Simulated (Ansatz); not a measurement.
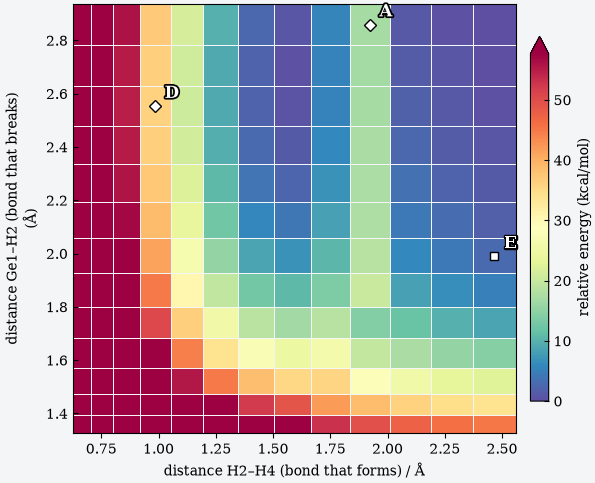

The reacting system GeH₄O (fragments GeH₄O where the first distance is long, GeH₂ + H₂O where the second is long). 
- The first coordinate is: distance H2–H4 (bond that forms); the second: distance Ge1–H2 (bond that breaks).
- Relaxed at each point: all other coordinates.
- Grid: 13 × 13 points.
- Points are written as (first, second).
- Energies are in kcal/mol, from the lowest grid point.
- Energies and slopes of some neighbouring points disagree (a jump in structure or state, or too coarse a mesh). The reference is spin-restricted, so regions where a bond is pulled apart into radicals lie too high.
- The calculation used RKS PBE0-D4/def2-TZVP (Ansatz 0.2.0).

In the figure: one coloured cell a grid point, one colour for all values above the top of the scale, lettered points.

Rank the lettered points by energy, lowest first.

Answer. E (2.9 kcal/mol), A (17 kcal/mol), D (36 kcal/mol).
